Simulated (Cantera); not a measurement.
A closed system holds: 1 mol n-butane, 2.1 mol H2, equilibrated at 0.0133 bar.

These are equilibrium values from Cantera (NASA tables, ideal gas, pure condensed phases), not measurements of a reactor. Candidate condensed phases: C, C6H6, C7H8, C8H18; 76 gas species. Rates play no part.

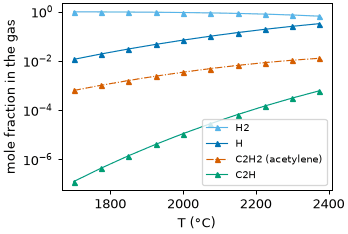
Figure: Equilibrium gas composition (values under 1e-9 drawn at 1e-9)

**Question.** Read off the mole fractions at 2225 °C.

**Answer.** H2 about 0.80, H about 0.19, C2H2 (acetylene) about 0.0086, C2H about 0.00015.
